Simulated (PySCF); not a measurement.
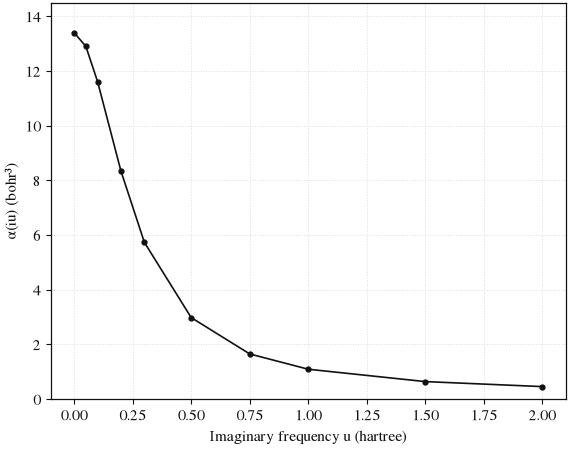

Dipole polarisability at imaginary frequency of Al²⁺ ([Ne] 3s). Coupled response at the PW91 level; PySCF, dyall-acv3z, spin-free X2C-1e, unrestricted single determinants, no spin-orbit coupling. The static dipole polarisability is 13.4 bohr³; α(iu) falls to half of it near u = 0.26 hartree. The Casimir–Polder integral gives C₆ = 35.6 hartree bohr⁶ for two such species.

# Atomic calculation, with input and output: Al²⁺

- system: Al²⁺, configuration 1s2 2s2 2p6 3s1, multiplicity 2.
- method: unrestricted PW91, dyall-acv3z, spin-free X2C-1e, Gaussian nucleus (PySCF)

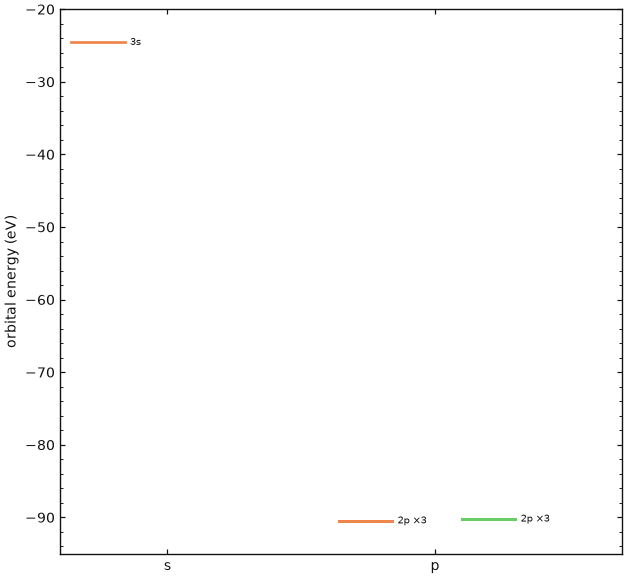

Orbital energies of the mean field, from the top down to −90.5 eV, by angular momentum, α spin at the left of each column and β at the right; ×n counts the orbitals under one label. The highest filled orbital is 3s α at −24.6 eV, the lowest empty one s β at −22.3 eV.

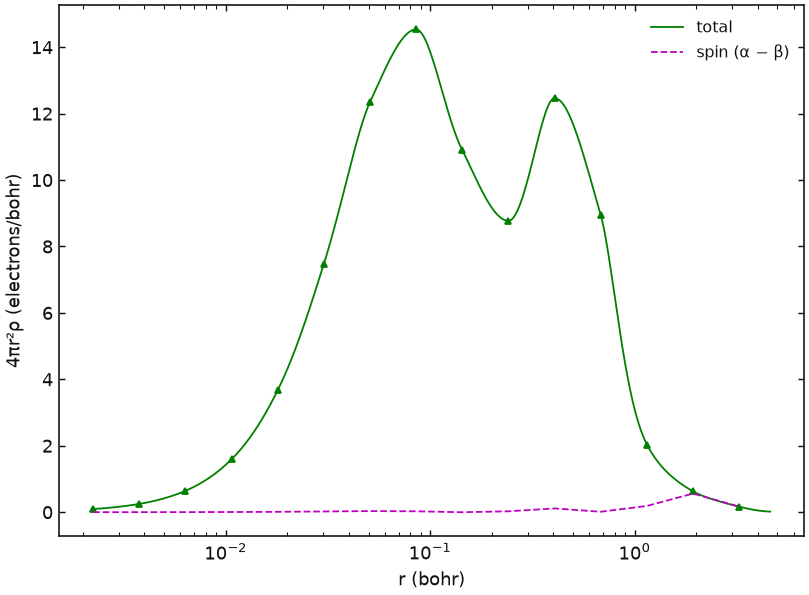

Spherically averaged radial density 4πr²ρ of the mean field and its spin part; markers are the stored points, which are sparse, and the line is a monotone interpolation between them. The largest stored value is 14.5 electrons/bohr at r = 0.085 bohr. Root-mean-square radii of the shells: 1s 0.139, 2p 0.677, 2s 0.684, 3s 2.34 bohr.

Input and output of the run follow.

**Input file**
```python
from pyscf import gto, scf, dft, mp, cc
import basis_set_exchange as bse
mol = gto.M(atom="Al 0 0 0", charge=2, spin=1, symmetry="D2h",
            basis=gto.basis.parse(bse.get_basis("dyall-acv3z", elements=["Al"], fmt="nwchem")),
            nucmod="G")
mf = dft.UKS(mol, xc="PW91,PW91").sfx2c1e()
mf.irrep_nelec = {'Ag': (3, 2), 'B1u': (1, 1), 'B2u': (1, 1), 'B3u': (1, 1)}
mf.kernel()
```

The script is an equivalent of what the driver set up; the driver started from orbitals of its own, so the log can be shorter than this script's would be, and it computed the properties (radii, ⟨L²⟩, response) afterwards. It held the occupations shell by shell, which the script's counts by irreducible representation don't always enforce.

**The program's output (extracts)**
```
damping factor = 0
level_shift factor = 0
DIIS = <class 'pyscf.scf.diis.CDIIS'>
diis_start_cycle = 1
diis_space = 10
diis_damp = 0
SCF conv_tol = 1e-09
SCF conv_tol_grad = None
number electrons alpha = 6  beta = 5
XC functionals = PW91,PW91
    J. P. Perdew. In P. Ziesche and H. Eschrig, editors, Proceedings of the 75. WE-Heraeus-Seminar and 21st Annual International Symposium on Electronic Structure of Solids, 11. Berlin, 1991. Akademie Verlag.
    J. P. Perdew, J. A. Chevary, S. H. Vosko, K. A. Jackson, M. R. Pederson, D. J. Singh, and C. Fiolhais.,  Phys. Rev. B 46, 6671 (1992)
    J. P. Perdew, J. A. Chevary, S. H. Vosko, K. A. Jackson, M. R. Pederson, D. J. Singh, and C. Fiolhais.,  Phys. Rev. B 48, 4978 (1993)
    J. P. Perdew. In P. Ziesche and H. Eschrig, editors, Proceedings of the 75. WE-Heraeus-Seminar and 21st Annual International Symposium on Electronic Structure of Solids, 11. Berlin, 1991. Akademie Verlag.
    J. P. Perdew, J. A. Chevary, S. H. Vosko, K. A. Jackson, M. R. Pederson, D. J. Singh, and C. Fiolhais.,  Phys. Rev. B 46, 6671 (1992)
    J. P. Perdew, J. A. Chevary, S. H. Vosko, K. A. Jackson, M. R. Pederson, D. J. Singh, and C. Fiolhais.,  Phys. Rev. B 48, 4978 (1993)
cycle= 1 E= -241.880002813828  delta_E= -0.00858  |g|= 0.0156  |ddm|= 0.135
cycle= 2 E= -241.880026007143  delta_E= -2.32e-05  |g|= 0.0093  |ddm|= 0.0189
cycle= 3 E= -241.880035094858  delta_E= -9.09e-06  |g|= 0.000924  |ddm|= 0.002
cycle= 4 E= -241.880035151114  delta_E= -5.63e-08  |g|= 3.68e-05  |ddm|= 0.000281
cycle= 5 E= -241.880035151286  delta_E= -1.72e-10  |g|= 1.1e-06  |ddm|= 3.96e-05
converged SCF energy = -241.880035151286  <S^2> = 0.75002912  2S+1 = 2.0000291
```

**Results in brief**

| quantity | value |
| --- | --- |
| outcome | converged |
| total energy | −241.880035 hartree |
| ⟨S²⟩ | 0.750 |
| static polarisability | 13.4 bohr³ |
| C₆ of the like pair | 35.6 hartree bohr⁶ |
| SCF iterations | 5 |
| hardware | 1 CPU thread, shared host |
| CPU time | 5.8 s (integrals apart) |
